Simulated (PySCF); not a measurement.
## Electronic structure of C5H12N2O (SMILES CC(=O)C(CN)CN) in real space

Input

```
{"job": {"kind": "nmr", "xc": "PBE0", "basis": "pcSseg-1"}, "charge": 0, "multiplicity": 1}
C     -2.467471    -0.984491     0.092015
C     -1.051916    -1.188558    -0.393576
O     -0.766827    -2.058816    -1.179089
C     -0.031018    -0.204473     0.137576
C     -0.310105     1.197012    -0.480787
N      0.500120     2.268601     0.040544
C      1.390470    -0.680474    -0.185672
N      2.381519     0.107861     0.537097
H     -2.502118    -0.498490     1.062122
H     -2.979218    -1.942974     0.131351
H     -2.991717    -0.362250    -0.632377
H     -0.147553    -0.124359     1.224875
H     -1.358656     1.460689    -0.317733
H     -0.134341     1.137570    -1.558345
H      0.318389     2.399161     1.030558
H      1.482961     2.028529    -0.054363
H      1.454171    -1.758595     0.031805
H      1.572367    -0.552577    -1.255448
H      3.314655    -0.148360     0.233516
H      2.321141    -0.084328     1.532895
```

Run with:

```sh
OMP_NUM_THREADS=1 python probes_run.py task.json out
```

Geometry: GFN2-xTB.

These are results of PBE0/pcSseg-1, SCF density, gas phase, non-relativistic in PySCF 2.14.0, not measurements.

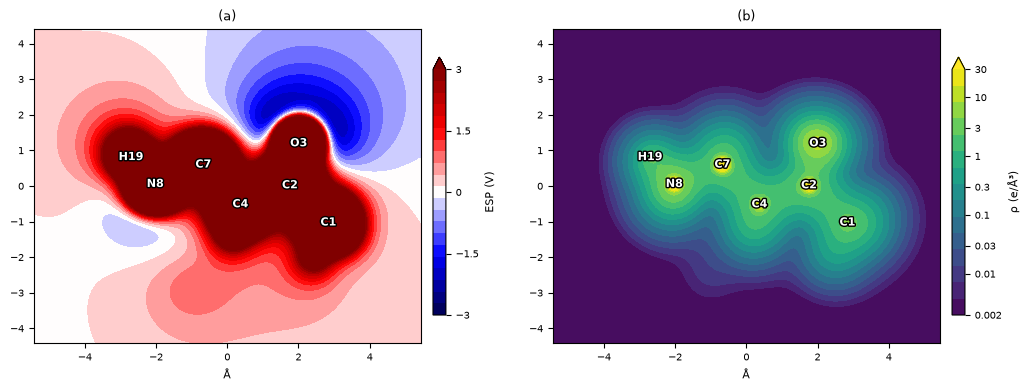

Figure 1. (a) molecular electrostatic potential; (b) total electron density on the plane of atoms C7, N8 and H19.

Q: Interpret the plot.

A: The plane passes through C, O, N and H nuclei.
C–O (1.21 Å): ρ at the midpoint is about 3.3 e/Å³.
C–N (1.46 Å): ρ at the midpoint is about 1.9 e/Å³.
C–C (1.51 Å): ρ is about 1.7 e/Å³ halfway.
N–H (1.01 Å): ρ is about 2.8 e/Å³ halfway.
C–C (1.53 Å): ρ at the midpoint is about 1.6 e/Å³.
Outside the dense part of the molecule the potential is most negative (−2.1 V) near O3.

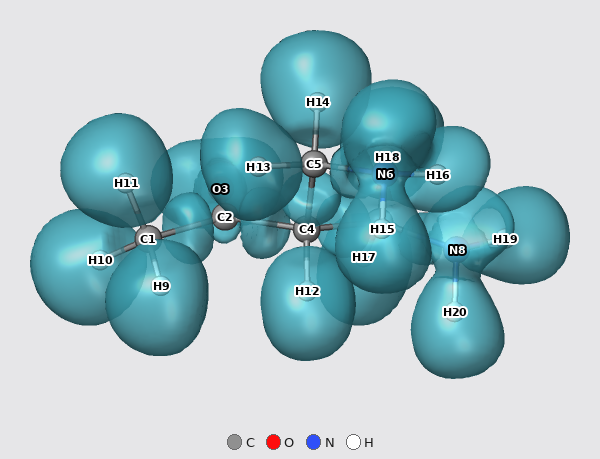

Figure 2. Isosurface of the ELF at 0.75 (cyan), seen from one side. Only the valence region is drawn (cores and ρ < 0.01 e/Å³ removed).

Q: What do the ELF domains correspond to?

A: The surface consists of four regions between bonded C–C atoms (shared pairs), eight regions around hydrogen nuclei, one region on O in which the atom's valence shell and bonds are merged and two joined regions spread over several atoms (H, N), in which their bonds and any lone pairs are merged.


C–O (1.21 Å): the ELF peaks at about 0.85 between the atoms; a short, multiple covalent bond. C–N (1.44 Å): the ELF peaks at about 0.95 between the atoms; a shared electron pair.

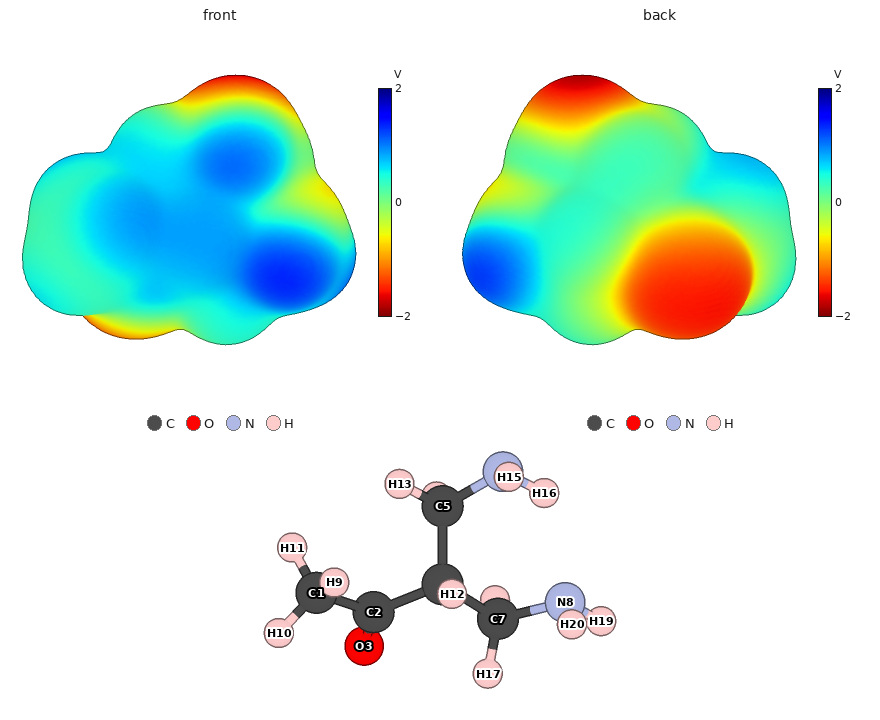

Figure 3. The molecular electrostatic potential painted on the density surface at 0.001 e/bohr³, seen from the front and from behind; red is negative and blue positive. The bare structure is drawn below in the same view.

Q: Where is the surface potential most negative and most positive?

A: The most negative region (about −1.7 V) lies over N6, the most positive (about +1.3 V) over H20. N6 is the likeliest acceptor of a hydrogen bond.

Q: What dipole moment does the calculation give?

A: Its dipole moment is 2.78 D.
